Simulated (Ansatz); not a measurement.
## Run report: C7H7F6GaO2, molecular dynamics (part 1 of 2)

System: C7H7F6GaO2 (GaMe2(hfac)).
Method: RKS r2SCAN-d4/6-31G* (Ansatz 0.2.0).

The geometry comes from this level: PBE-D4/def2-SVP. Figures and captions count atoms from 1; the log counts them from 0 in places.

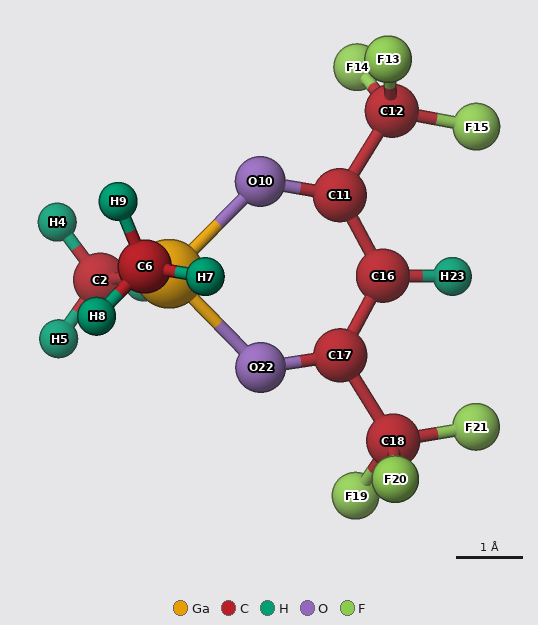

*The input geometry (ball-and-stick view, seen at a tilt; atoms are numbered from 1 in the order of the input). Sticks mark near contacts.*

Bond lengths as drawn: C–C 1.41 to 1.54 Å, C–F 1.35 Å, C–Ga 1.96 to 1.97 Å, C–H 1.09 to 1.11 Å, C–O 1.27 Å and Ga–O 2.02 Å.

### Summary

| quantity | value |
| --- | --- |
| outcome | finished |
| mean temperature over the second half | 357 K |
| trajectory | 15 steps, 30 fs |
| ensemble | nvt_nose_hoover |
| temperature in the input | 700 K |
| time step | 2 fs |
| potential energy (last step) | −80126.5413 eV |
| mean-field energy (last step) | −80126.3443 eV |
| dispersion energy (last step) | −0.1971 eV |
| SCF solution under orbital rotations (last step) | stable |
| largest force (length of the vector) (last step) | 2.563 eV/Å |
| dipole moment (last step) | 0.95 D |
| hardware | 2 CPU threads, shared host |
| wall time | 55 s (CPU time 74 s) |
| peak memory | 0.95 GiB |

### Notes

So short a trajectory is not equilibrated. The temperature stays far from the 700 K of the thermostat over the second half: the run isn't equilibrated.

### The input
```yaml
crystal:
  periodic: [false, false, false]
  atoms:
    - {symbol: Ga, position_ang: [1.327145, -0.052667, 1.044308]}
    - {symbol: C, position_ang: [0.729274, -0.022808, 2.916494]}
    - {symbol: H, position_ang: [-0.375982, 0.033306, 2.965818]}
    - {symbol: H, position_ang: [1.148387, 0.853401, 3.450241]}
    - {symbol: H, position_ang: [1.057182, -0.938355, 3.448128]}
    - {symbol: C, position_ang: [3.050644, -0.116169, 0.102945]}
    - {symbol: H, position_ang: [2.891872, -0.302677, -0.978046]}
    - {symbol: H, position_ang: [3.698097, -0.920288, 0.507394]}
    - {symbol: H, position_ang: [3.586979, 0.848083, 0.216348]}
    - {symbol: O, position_ang: [0.280460, 1.418826, 0.134298]}
    - {symbol: C, position_ang: [-0.727895, 1.258552, -0.622328]}
    - {symbol: C, position_ang: [-1.326544, 2.588770, -1.130076]}
    - {symbol: F, position_ang: [-0.393098, 3.280657, -1.810026]}
    - {symbol: F, position_ang: [-1.730388, 3.334563, -0.083978]}
    - {symbol: F, position_ang: [-2.385996, 2.396639, -1.944484]}
    - {symbol: C, position_ang: [-1.320329, 0.047584, -1.026120]}
    - {symbol: C, position_ang: [-0.824165, -1.204721, -0.618408]}
    - {symbol: C, position_ang: [-1.513038, -2.485377, -1.139101]}
    - {symbol: F, position_ang: [-1.879696, -3.264158, -0.104597]}
    - {symbol: F, position_ang: [-0.653204, -3.179728, -1.910871]}
    - {symbol: F, position_ang: [-2.612704, -2.212990, -1.874159]}
    - {symbol: O, position_ang: [0.164017, -1.440868, 0.144971]}
    - {symbol: H, position_ang: [-2.191007, 0.080415, -1.688752]}
basis:
  gaussian: {orbitals: "6-31G*"}
hamiltonian: {xc: {name: r2SCAN}, dispersion: d4}
md: {timestep: 2 fs, n_steps: 15, ensemble: nvt_nose_hoover, temperature: 700, initial_velocities: maxwell_boltzmann, seed: 163}
scf: {omitted_lower_state_checks: [starts]}
```

Launch command:
```bash
ansatz run in.yaml --threads 2 --pin off --events-out ev --progress --plain --max-ram 32768MiB --backend cuda --devices 0, --max-vram 18GiB
```

### What the program printed
```
Functional definition: r2SCAN
  name "r2SCAN"
  cite "Furness, Kaplan, Ning, Perdew & Sun, J. Phys. Chem. Lett. 11, 8208 (2020) doi:10.1021/acs.jpclett.0c02405"
  cite "Furness, Kaplan, Ning, Perdew & Sun, J. Phys. Chem. Lett. 11, 9248 (2020) doi:10.1021/acs.jpclett.0c03077"
  parent r2scan
  parameter k0 = 0.174
  parameter k1 = 0.065
  parameter a1 = 4.9479
  exchange = r2scan_x(k0 = k0, k1 = k1, a1 = a1)
  correlation = r2scan_c
these checks for a lower state are left out or cut short: starts
2875 factors; their error is unknown
mean field evaluation 1: about -80109.3269 eV, gradient 9.9e1 eV
mean field evaluation 2: about -80080.2710 eV, gradient 1.6e2 eV
mean field evaluation 4: about -80127.4025 eV, gradient 1.1e1 eV
mean field evaluation 8: about -80127.6271 eV, gradient 3.5e-1 eV
mean field evaluation 16: about -80127.4230 eV, gradient 1.6e-3 eV
mean field -80127.42296454 eV, -2944.6284816288 hartree, gradient 4.6e-5 eV, S^2 0.000000; 0 other end points of the search recorded, 0 dependent functions left out
the calculation of the forces begins
reference -80127.42297945 eV, -2944.6284821767 hartree; 75, 75 occupied and 199, 199 virtual orbitals, 2875 factors
md step     0: t =     0.00 fs  T =   700.0 K  F+E_penalty+E_count = -80127.62355111 eV  E_kin = 1.900122 eV  conserved = -80125.72342913 eV  (32 SCF iters)
these checks for a lower state are left out or cut short: starts, cluster_reference, orbital_swaps, neighbouring_geometries, increment
2875 factors; their error is unknown
mean field -80126.98809548 eV, -2944.6125004856 hartree, gradient 2.4e-5 eV, S^2 0.000000; 0 other end points of the search recorded, 0 dependent functions left out
[... from here on the field's lines of each further geometry are left out, up to the last ...]
md step     1: t =     2.00 fs  T =   577.3 K  F+E_penalty+E_count = -80127.18869823 eV  E_kin = 1.566925 eV  conserved = -80125.62180041 eV  (34 SCF iters, 5 dispersion substeps)
md step     2: t =     4.00 fs  T =   505.5 K  F+E_penalty+E_count = -80127.03104490 eV  E_kin = 1.372042 eV  conserved = -80125.65924707 eV  (35 SCF iters, 5 dispersion substeps)
md step     3: t =     6.00 fs  T =   428.6 K  F+E_penalty+E_count = -80126.83734193 eV  E_kin = 1.163428 eV  conserved = -80125.67462498 eV  (35 SCF iters, 5 dispersion substeps)
md step     4: t =     8.00 fs  T =   366.7 K  F+E_penalty+E_count = -80126.57867411 eV  E_kin = 0.995385 eV  conserved = -80125.58472964 eV  (34 SCF iters, 5 dispersion substeps)
md step     5: t =    10.00 fs  T =   463.0 K  F+E_penalty+E_count = -80126.96922074 eV  E_kin = 1.256702 eV  conserved = -80125.71514374 eV  (34 SCF iters, 5 dispersion substeps)
md step     6: t =    12.00 fs  T =   380.8 K  F+E_penalty+E_count = -80126.63370802 eV  E_kin = 1.033573 eV  conserved = -80125.60428652 eV  (33 SCF iters, 5 dispersion substeps)
md step     7: t =    14.00 fs  T =   394.6 K  F+E_penalty+E_count = -80126.72320056 eV  E_kin = 1.071084 eV  conserved = -80125.65805419 eV  (34 SCF iters, 5 dispersion substeps)
md step     8: t =    16.00 fs  T =   394.0 K  F+E_penalty+E_count = -80126.74135470 eV  E_kin = 1.069466 eV  conserved = -80125.68002260 eV  (33 SCF iters, 5 dispersion substeps)
md step     9: t =    18.00 fs  T =   346.4 K  F+E_penalty+E_count = -80126.51281501 eV  E_kin = 0.940327 eV  conserved = -80125.58304325 eV  (34 SCF iters, 5 dispersion substeps)
md step    10: t =    20.00 fs  T =   433.5 K  F+E_penalty+E_count = -80126.87667516 eV  E_kin = 1.176799 eV  conserved = -80125.71341466 eV  (34 SCF iters, 5 dispersion substeps)
md step    11: t =    22.00 fs  T =   368.8 K  F+E_penalty+E_count = -80126.58917375 eV  E_kin = 1.001080 eV  conserved = -80125.60505069 eV  (34 SCF iters, 5 dispersion substeps)
md step    12: t =    24.00 fs  T =   373.7 K  F+E_penalty+E_count = -80126.64980066 eV  E_kin = 1.014392 eV  conserved = -80125.65592159 eV  (34 SCF iters, 5 dispersion substeps)
md step    13: t =    26.00 fs  T =   351.1 K  F+E_penalty+E_count = -80126.60512916 eV  E_kin = 0.953174 eV  conserved = -80125.67632120 eV  (36 SCF iters, 5 dispersion substeps)
md step    14: t =    28.00 fs  T =   271.3 K  F+E_penalty+E_count = -80126.28972484 eV  E_kin = 0.736488 eV  conserved = -80125.58126145 eV  (34 SCF iters, 5 dispersion substeps)
the calculation of the forces begins
reference -80126.34425247 eV, -2944.5888396915 hartree; 75, 75 occupied and 199, 199 virtual orbitals, 2875 factors
these checks for a lower state are left out or cut short: starts
2875 factors; their error is unknown
mean field evaluation 128: about -80126.5350 eV, gradient 5.9e-1 eV
mean field -80126.34423769 eV, -2944.5888391482 hartree, gradient 2.2e-5 eV, S^2 0.000000; 0 other end points of the search recorded, 0 dependent functions left out
the calculation of the forces begins
reference -80126.34425247 eV, -2944.5888396915 hartree; 75, 75 occupied and 199, 199 virtual orbitals, 2875 factors
md step    15: t =    30.00 fs  T =   317.3 K  F+E_penalty+E_count = -80126.54131163 eV  E_kin = 0.861283 eV  conserved = -80125.71192445 eV  (37 SCF iters, 5 dispersion substeps)
```

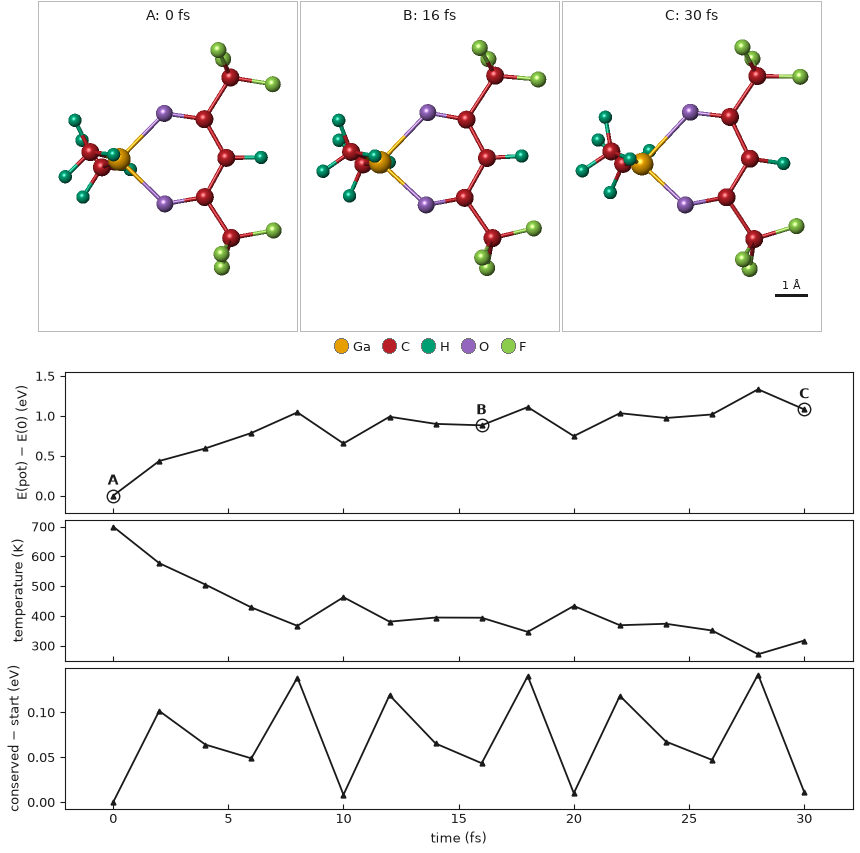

*Frames of the molecular dynamics (ball-and-stick, seen at a tilt) above the curves, on which the letters mark them.*

The trajectory kept here has 16 frames over 30 fs. The temperature starts at 700 K, ranges from 271 to 700 K and averages 357 K over the second half. The potential energy ends 1.082 eV above its first value. The conserved quantity stays within 0.14 eV. After an unweighted best fit of the last frame on the first, the root-mean-square displacement is 0.24 Å, and H3 has moved furthest (0.53 Å).

```
Total energy: -80126.54132641 eV, -2944.5960820253 hartree
Atom 0 at     1.360964    -0.188101     1.055879 Å, force     0.175478     0.292779    -0.285477 eV/Å
Atom 1 at     0.830967     0.093053     2.914603 Å, force     0.263551     0.398523    -0.428028 eV/Å
Atom 2 at    -0.116700     0.605881     2.857796 Å, force    -0.779125    -0.064772     0.260074 eV/Å
Atom 3 at     1.501708     0.829799     3.348689 Å, force     0.462721     0.262293    -0.022298 eV/Å
Atom 4 at     0.829903    -0.737003     3.605873 Å, force    -0.296892    -0.534609     0.025370 eV/Å
Atom 5 at     3.109538    -0.071241     0.188647 Å, force    -0.610747    -0.091438     0.457162 eV/Å
Atom 6 at     3.084995    -0.429059    -0.836893 Å, force    -0.081018     0.245729    -0.315742 eV/Å
Atom 7 at     3.824713    -0.699009     0.729561 Å, force     0.187638     0.345431     0.162027 eV/Å
Atom 8 at     3.305874     1.003621     0.275863 Å, force     0.657595    -0.128722    -0.270745 eV/Å
Atom 9 at     0.180083     1.479410     0.163208 Å, force    -0.161464    -0.035350    -0.865014 eV/Å
Atom 10 at    -0.755076     1.330695    -0.681871 Å, force    -0.645219    -2.334603     0.838798 eV/Å
Atom 11 at    -1.413903     2.640748    -1.185633 Å, force    -0.786031     1.797760     0.544756 eV/Å
Atom 12 at    -0.456002     3.386957    -1.737616 Å, force     0.516158     0.041693    -0.159731 eV/Å
Atom 13 at    -1.920193     3.367156    -0.126394 Å, force     0.615748    -0.949137    -0.319458 eV/Å
Atom 14 at    -2.437818     2.622888    -2.076978 Å, force     0.583855    -1.249186     0.316773 eV/Å
Atom 15 at    -1.299232     0.019986    -1.044073 Å, force     1.391178     0.168277     0.913402 eV/Å
Atom 16 at    -0.695545    -1.222944    -0.676145 Å, force    -0.000576    -0.096871     1.217941 eV/Å
Atom 17 at    -1.508862    -2.512523    -1.078217 Å, force     0.245512    -0.121466    -0.392155 eV/Å
Atom 18 at    -2.046573    -3.285875    -0.057644 Å, force     0.889034     1.541217    -1.338500 eV/Å
Atom 19 at    -0.638325    -3.327846    -1.773097 Å, force    -1.374963     0.825042     0.546075 eV/Å
Atom 20 at    -2.550198    -2.083703    -1.884345 Å, force     0.903672    -1.410112     0.625764 eV/Å
Atom 21 at     0.413261    -1.508764    -0.020960 Å, force    -2.188081     0.676852    -1.089665 eV/Å
Atom 22 at    -2.273063    -0.079615    -1.493884 Å, force     0.031976     0.420669    -0.421326 eV/Å
Dipole moment:     0.096760    -0.046137     0.166381 e Å
Checks for a lower state left out: starts
```

### Trajectory as extended XYZ (Å, eV, eV/Å), 16 frames, from step=0 to step=15
```
23
Properties=species:S:1:pos:R:3:forces:R:3 step=0 time_fs=0.0 energy=-80127.62355 temperature=700.0
Ga    1.3271   -0.0527    1.0443   -0.0735   0.0034  -0.0502
C     0.7293   -0.0228    2.9165   -0.0206  -0.0007   0.1789
H    -0.3760    0.0333    2.9658    0.3917  -0.0197  -0.0229
H     1.1484    0.8534    3.4502   -0.1585  -0.3138  -0.1873
H     1.0572   -0.9384    3.4481   -0.1258   0.3290  -0.1862
C     3.0506   -0.1162    0.1029    0.1862   0.0024  -0.0672
H     2.8919   -0.3027   -0.9780    0.0564   0.0705   0.4066
H     3.6981   -0.9203    0.5074   -0.2418   0.3041  -0.1658
H     3.5870    0.8481    0.2163   -0.1973  -0.3668  -0.0503
O     0.2805    1.4188    0.1343   -0.1216   0.0105  -0.0833
C    -0.7279    1.2586   -0.6223   -0.0514  -0.2036  -0.0564
C    -1.3265    2.5888   -1.1301    0.0586  -0.1216   0.0556
F    -0.3931    3.2807   -1.8100   -0.1284  -0.0948   0.1031
F    -1.7304    3.3346   -0.0840    0.0635  -0.0960  -0.1439
F    -2.3860    2.3966   -1.9445    0.1468   0.0354   0.1123
C    -1.3203    0.0476   -1.0261   -0.1515   0.0047  -0.1187
C    -0.8242   -1.2047   -0.6184   -0.0537   0.2061  -0.0279
C    -1.5130   -2.4854   -1.1391    0.0706   0.1059   0.0443
F    -1.8797   -3.2642   -0.1046    0.0611   0.1167  -0.1630
F    -0.6532   -3.1797   -1.9109   -0.1316   0.0966   0.1271
F    -2.6127   -2.2130   -1.8742    0.1671  -0.0542   0.1120
O     0.1640   -1.4409    0.1450   -0.1165  -0.0008  -0.0984
H    -2.1910    0.0804   -1.6888    0.3703  -0.0134   0.2817
23
Properties=species:S:1:pos:R:3:forces:R:3 step=1 time_fs=2.0 energy=-80127.18870 temperature=577.3
Ga    1.3314   -0.0636    1.0477   -0.1631   0.0688  -0.2383
C     0.7234   -0.0101    2.8998    4.1437  -0.3325   1.7671
H    -0.3012    0.0912    2.9889   -2.4450   0.0034   0.2183
H     1.2073    0.8899    3.4773   -0.7404  -1.5494  -1.0613
H     1.1090   -0.9829    3.4471   -0.9078   1.7850  -0.9359
C     3.0554   -0.1064    0.1109    0.5980  -0.1756   0.9341
H     2.8702   -0.3460   -0.9310   -0.0117   0.1935  -0.4292
H     3.6833   -0.9637    0.5131   -0.4250   1.1676  -0.2592
H     3.5640    0.9000    0.2190   -0.2878  -1.2000  -0.1743
O     0.2813    1.4222    0.1397   -1.0516   0.1394  -0.6707
C    -0.7449    1.2707   -0.6217    1.1682  -1.0392   0.4467
C    -1.3287    2.5782   -1.1476   -0.4929   1.1551   0.5081
F    -0.3921    3.2950   -1.8033   -0.2809  -0.4345   0.0869
F    -1.7446    3.3409   -0.0868    0.2869  -0.5754  -0.5587
F    -2.4026    2.4183   -1.9559    0.5427  -0.1922   0.1828
C    -1.3011    0.0304   -1.0173   -0.2757   1.1838  -0.1556
C    -0.8409   -1.2042   -0.6263    1.9190  -0.5151   1.1605
C    -1.5086   -2.4730   -1.1323   -0.1066  -0.5852  -0.1802
F    -1.8874   -3.2650   -0.1213    0.0126   0.1133   0.3693
F    -0.6600   -3.1939   -1.8912    0.0888   0.2878  -0.0488
F    -2.6015   -2.2078   -1.8631   -0.2087   0.1392  -0.2696
O     0.1813   -1.4470    0.1248   -0.7689   0.0685  -0.3718
H    -2.1202    0.0171   -1.7005   -0.5939   0.2936  -0.3206
23
Properties=species:S:1:pos:R:3:forces:R:3 step=2 time_fs=4.0 energy=-80127.03104 temperature=505.5
Ga    1.3356   -0.0745    1.0509   -0.3051   0.1653  -0.4586
C     0.7309    0.0015    2.8888    2.4968  -0.1544   1.7645
H    -0.3200    0.1492    3.0204   -0.9127  -0.2649   0.0529
H     1.2379    0.8670    3.4637   -0.5709  -1.1516  -0.9429
H     1.1260   -0.9592    3.4102   -0.9725   1.3922  -0.6543
C     3.0621   -0.0972    0.1219   -0.2436  -0.5607   0.7071
H     2.8480   -0.3820   -0.9003   -0.0185   0.3578  -0.6147
H     3.6522   -0.9625    0.5090    0.0777   0.9318   0.0752
H     3.5300    0.9059    0.2150    0.1329  -0.7790  -0.1576
O     0.2795    1.4259    0.1435   -1.5910   0.2420  -0.9755
C    -0.7581    1.2795   -0.6197    1.9479  -1.6285   0.6692
C    -1.3324    2.5713   -1.1635   -0.8782   2.0656   0.8383
F    -0.3916    3.3085   -1.7965   -0.4083  -0.7057   0.0502
F    -1.7581    3.3460   -0.0907    0.4300  -0.8901  -0.8026
F    -2.4182    2.4396   -1.9670    0.8753  -0.3748   0.2321
C    -1.2827    0.0170   -1.0090   -1.0382   2.1962  -0.7081
C    -0.8515   -1.2053   -0.6305    3.3117  -1.0703   1.9440
C    -1.5045   -2.4624   -1.1261   -0.2434  -1.1958  -0.3657
F    -1.8950   -3.2657   -0.1373   -0.0687   0.0633   0.9239
F    -0.6666   -3.2076   -1.8717    0.3283   0.4319  -0.2658
F    -2.5906   -2.2024   -1.8525   -0.5717   0.3210  -0.6509
O     0.1968   -1.4530    0.1038   -1.0308   0.0689  -0.3447
H    -2.0722   -0.0349   -1.7246   -0.7470   0.5396  -0.3158
23
Properties=species:S:1:pos:R:3:forces:R:3 step=3 time_fs=6.0 energy=-80126.83734 temperature=428.6
Ga    1.3396   -0.0853    1.0539   -0.4804   0.3216  -0.6743
C     0.7464    0.0126    2.8834   -1.6927   0.5375  -0.0068
H    -0.3737    0.1971    3.0539    1.4719  -0.6315  -0.3668
H     1.2467    0.8001    3.4140    0.4775   0.8045   0.2126
H     1.1059   -0.8821    3.3482   -0.2091  -0.9741   0.6104
C     3.0680   -0.0897    0.1352   -1.8970  -1.0867  -0.5920
H     2.8251   -0.4042   -0.8931    0.1412   0.5866  -0.0489
H     3.6241   -0.9255    0.5077    0.9833  -0.1941   0.6343
H     3.5011    0.8820    0.2050    0.8057   0.5925  -0.0596
O     0.2739    1.4302    0.1449   -1.6306   0.2819  -0.9324
C    -0.7650    1.2831   -0.6154    2.1162  -1.7423   0.5042
C    -1.3390    2.5710   -1.1767   -1.0070   2.4042   1.1267
F    -0.3920    3.3206   -1.7895   -0.4959  -0.8612  -0.0150
F    -1.7709    3.3494   -0.0963    0.4857  -1.0206  -0.8853
F    -2.4319    2.4602   -1.9775    1.1048  -0.4950   0.2468
C    -1.2677    0.0107   -1.0030   -2.1174   2.4324  -1.6111
C    -0.8514   -1.2099   -0.6284    3.6837  -1.0160   1.9931
C    -1.5012   -2.4557   -1.1210   -0.3092  -1.5800  -0.4583
F    -1.9028   -3.2662   -0.1514   -0.1897  -0.0481   1.4644
F    -0.6725   -3.2203   -1.8526    0.5755   0.4937  -0.5283
F    -2.5810   -2.1962   -1.8433   -0.8648   0.4738  -0.9856
O     0.2098   -1.4588    0.0820   -0.8137  -0.0062  -0.0004
H    -2.0527   -0.0663   -1.7607   -0.1378   0.7273   0.3722
```
